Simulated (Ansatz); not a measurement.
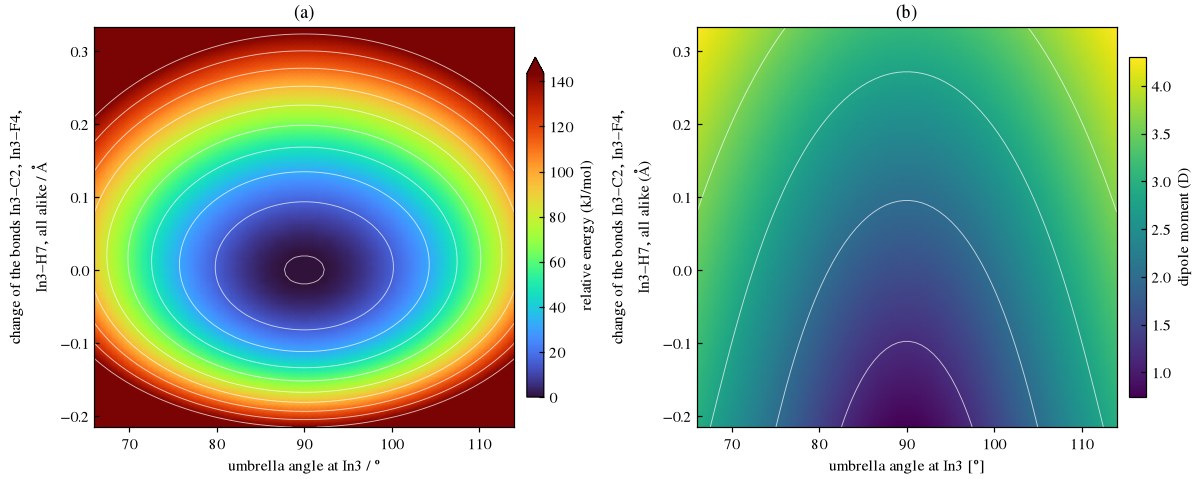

CH3F2In, SMILES F[CH2][InH][F]. 
- First axis: umbrella angle at In3 (between each of its bonds and their common axis; 90 is planar). Second axis: change of the bonds In3–C2, In3–F4, In3–H7, all alike.
- Nothing is relaxed (all other coordinates rigid).
- The grid has 15 × 15 points.
- Points are written as (first, second).
- Energies are in kJ/mol, from the lowest grid point.
- Level of theory: RKS PBE0-D4/def2-SVP (Ansatz 0.2.0).

Panel (a) is the energy; panel (b) is the computed dipole moment, in D.

Drawn: a smooth colour map with a few white contour lines, one colour for all values above the top of the scale. Between grid points the surface is interpolated.

Q: How does the dipole moment vary over the map, and what is it at the lowest grid point?

A: Leaving out the highest fifth of the energies, it runs from 0.74 D at (90.0°, −0.215 Å) to 3.96 D at (66.0°, 0.215 Å). At the lowest grid point, (90.0°, 0.020 Å), it is 1.68 D.
